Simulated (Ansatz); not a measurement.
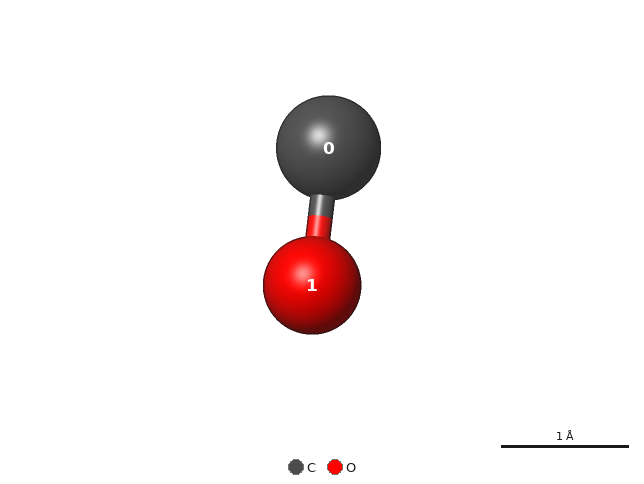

The structure as it stands in the input. Atoms are numbered from 0, in the order of the input.

The calculation was set up as follows.

```yaml
crystal:
  periodic: [false, false, false]
  atoms:
    - {symbol: C, position_ang: [0.151116, -0.064708, -2.436320]}
    - {symbol: O, position_ang: [-0.473304, 0.064215, -3.361243]}
basis:
  gaussian: {orbitals: "def2-TZVPPD.json"}
correlation: {method: ccsd_t}
```

Command:

```sh
ansatz run in.yaml --threads 4 --pin off --events-out ev --progress --plain --max-ram 9574MiB
```

Result:

```
Functional definition: HF
  name "HF"
  cite "Fock, Z. Phys. 61, 126 (1930) doi:10.1007/BF01340294"
  parent pbe
  exchange = exact_x
  correlation = 0
485 factors; integrals over basis functions are off by at most 1.1e-3 eV
mean field evaluation 1: about -3067.8266 eV, gradient 2.7e1 eV
mean field evaluation 2: about -3067.8293 eV, gradient 2.7e1 eV
mean field evaluation 4: about -3069.0590 eV, gradient 1.8e0 eV
mean field evaluation 8: about -3069.0692 eV, gradient 7.1e-5 eV
mean field evaluation 16: about -3069.0691 eV, gradient 1.6e-1 eV
mean field -3069.06916264 eV, -112.7862114373 hartree, gradient 1.5e-6 eV, S^2 0.000000; 0 other end points of the search recorded, 0 dependent functions left out
2 core orbitals not correlated: weight in the atoms' cores, before any rotation towards them, 1.000 or more for the frozen orbitals, at most 0.000 for the correlated occupied ones
reference -3069.06916264 eV, -112.7862114373 hartree; 5, 5 occupied and 70, 70 virtual orbitals, 485 factors
second order -9.62314312 eV of doubles, -0.00000000 eV of singles
cycle   1  -9.32348404 eV  change    3.0e-1 eV  update   9.2e-2
cycle   2  -9.64895687 eV  change   -3.3e-1 eV  update   3.0e-2
cycle   3  -9.73386480 eV  change   -8.5e-2 eV  update   1.4e-2
cycle   4  -9.72125214 eV  change    1.3e-2 eV  update   2.6e-3
cycle   5  -9.72209310 eV  change   -8.4e-4 eV  update   9.2e-4
cycle   6  -9.72217932 eV  change   -8.6e-5 eV  update   2.1e-4
cycle   7  -9.72211326 eV  change    6.6e-5 eV  update   5.2e-5
cycle   8  -9.72212147 eV  change   -8.2e-6 eV  update   1.6e-5
cycle   9  -9.72211495 eV  change    6.5e-6 eV  update   4.1e-6
perturbative correction -0.45657086 eV, -0.0167786696 hartree
Total energy: -3079.24784845 eV, -113.1602712414 hartree
```
